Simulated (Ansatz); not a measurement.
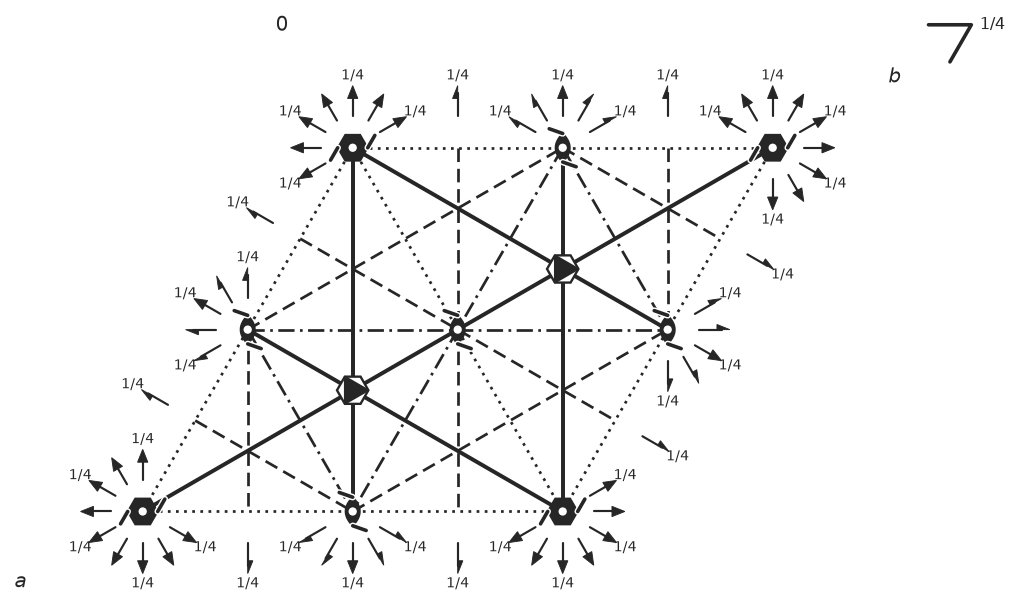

Symmetry elements of a space group, projected down c, computed from the operations of a computed or model structure of composition Tl.

Symbols follow the International Tables: origin at the upper left, the third axis towards the viewer; heavy, dashed, dotted, dash-dotted and dash-dot-dot lines are mirror, in-plane glide, out-of-plane glide, diagonal (n; with arrows d) and double (e) glide planes seen edge on; arrows at the rim are 2 (full head) and 2₁ (half head) axes in the plane; the corner sign is a plane parallel to the page; fractions are heights. Handed screw axes carry their printed symbol instead of tails.

> Give the Hermann–Mauguin symbol and number.

P6_3/mmc, No. 194; primitive hexagonal, point group 6/mmm, 24 general positions a cell.

> List the elements shown.

−6 axes along c at (1/3, 2/3), (2/3, 1/3); 6₃ axes along c at (0, 0); 2₁ axes along c at (0, 1/2), (1/2, 0), (1/2, 1/2); inversion centres at (0, 0), (0, 1/2), (1/2, 0), (1/2, 1/2); mirror planes holding c and [1 2 0] or [2 1 0] or [−1 1 0]; in-plane glide planes holding c and [1 2 0] or [2 1 0] or [−1 1 0]; c glide planes normal to a*, at x = 0; n glide planes normal to a*, at x = 1/2; c glide planes normal to b*, at y = 0; n glide planes normal to b*, at y = 1/2; c glide planes holding c and [1 1 0]; diagonal glide planes holding c and [1 1 0]; a mirror plane normal to c at height 1/4; 2 axes along [1 1 0] at height 0; 2 axes along [1 2 0] at height 1/4; 2 axes along [2 1 0] at height 1/4; 2 axes along [−1 1 0] at height 1/4; 2 axes along a at height 0; 2 axes along b at height 0; 2₁ axes along [1 1 0] at height 0; 2₁ axes along [1 2 0] at height 1/4; 2₁ axes along [2 1 0] at height 1/4; 2₁ axes along [−1 1 0] at height 1/4; 2₁ axes along a at height 0; 2₁ axes along b at height 0. Heights repeat every half period; positions are (a, b) fractions, modulo 1.

> Write the general positions (in any order).

x, y, z; −x, −y, −z; x−y, x, z+1/2; −x+y, −x, −z+1/2; −y, x−y, z; y, −x+y, −z; −x, −y, z+1/2; x, y, −z+1/2; −x+y, −x, z; x−y, x, −z; y, −x+y, z+1/2; −y, x−y, −z+1/2; −y, −x, −z+1/2; y, x, z+1/2; −x, −x+y, −z; x, x−y, z; −x+y, y, −z+1/2; x−y, −y, z+1/2; y, x, −z; −y, −x, z; x, x−y, −z+1/2; −x, −x+y, z+1/2; x−y, −y, −z; −x+y, y, z
